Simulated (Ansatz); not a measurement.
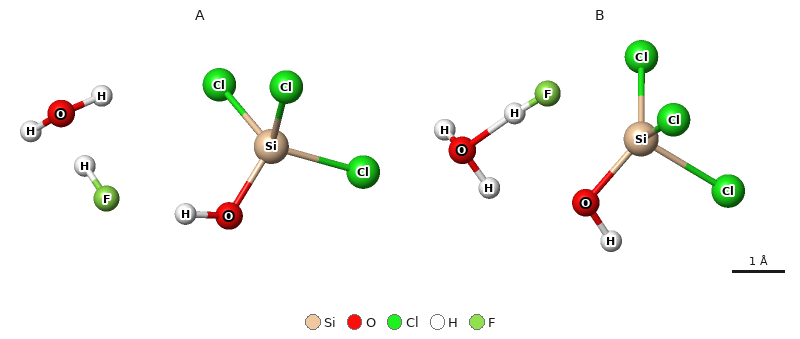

Two geometries of SiH₄O₂Cl₃F (started from a transition state, displaced along its imaginary mode), drawn at one scale. One is the start of a relaxation, the other its converged end. Style: ball-and-stick. Shown at a tilt.

Level of theory: RKS PBE0-D4/def2-TZVP in Ansatz. (force threshold 0.005 eV/Å; at most 200 steps)

Q: Which geometry has the lower energy?

A: Structure A is the relaxed one. The energy falls by 2.099 eV in 82 accepted moves (89 points after the start). The largest force component goes from 13 to 0.0041 eV/Å. The line search rejected the trial steps at points 16, 24, 49, 52, 56, 60, 81 of the run. The largest move after the best rigid fit is that of the F atom, 2.22 Å. Largest moves by element: F 2.22 Å, H 1.71 Å, O 0.93 Å, Cl 0.85 Å, Si 0.64 Å. Near-neighbour distances that change, for instance: F–Si 2.141 → 3.634 Å, F–H 0.800 → 0.968 Å, H–O 1.380 → 1.529 Å, H–O 1.052 → 0.968 Å. Among the angles between lasting bonds that change: Si–O–H 107.7° → 120.1°, O–Si–Cl 96.4° → 108.7°, Cl–Si–Cl 99.7° → 110.3°. The run took about 180 s of wall time on a shared GPU.
